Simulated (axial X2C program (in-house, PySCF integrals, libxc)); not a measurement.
**ZrBr: EOM-IP-CCSD levels**

Aim: EOM-IP-CCSD levels of ZrBr, with spin–orbit coupling in the Hamiltonian from the start.

Method: two-component X2C with atomic mean-field terms, Zr dyall-acv3z, Br dyall-acv3z; program: an in-house X2C program for linear molecules on PySCF integrals.

All values are calculated.

## 1. Set-up

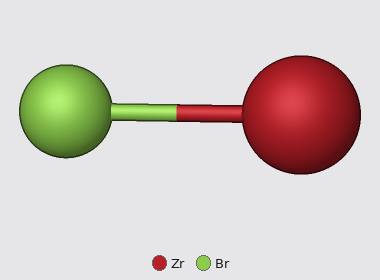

The two atoms at 2.680 Å (zirconium red, bromine green).

task.json

```json
{"zs": [40, 35], "q": 0, "bas": ["dyall-acv3z", "dyall-acv3z"], "r0": 2.68, "eom": "ip", "rq": -1, "thr": -2.0, "nmax": 95, "grid": [1, 0.96, 1.045, 0.92, 1.09, 1.15]}
```

Keys: zs atomic numbers; q charge; bas basis sets; r0 starting distance in Å; eom kind of EOM run; thr threshold in hartree for freezing inner shells (an s shell follows its p shell); nmax most natural virtual spinors; grid distances as factors.

Launch:

```
> python soeom.py task.json out
```

After this run come: EOM-IP-CCSD at 2.671 Å.

Before running it: what results should come out? Wanted: next root led by one particle; T1 of the reference.

As calculated:

| quantity | value |
| --- | --- |
| lowest root at 2.671 Å | Ω = 3/2, 1.487 eV |
| next root led by one particle | Ω = 1/2, about 2580 cm⁻¹ higher |
| T1 of the reference | 0.031 |

What this shows: Removing an electron from the reference determinant of ZrBr⁻ costs 1.49 eV and empties a spinor of 85% Zr dπ. The closed-shell reference lies 1.15 eV above the lowest determinant found, so these energies count from an excited configuration. Errors of 0.1 to 0.3 eV are usual at this size, and roots led by higher excitations are left out, so the list is incomplete, and low states of that kind can be missing. T1 or the largest double amplitude of the reference is raised, which lowers the reliability.
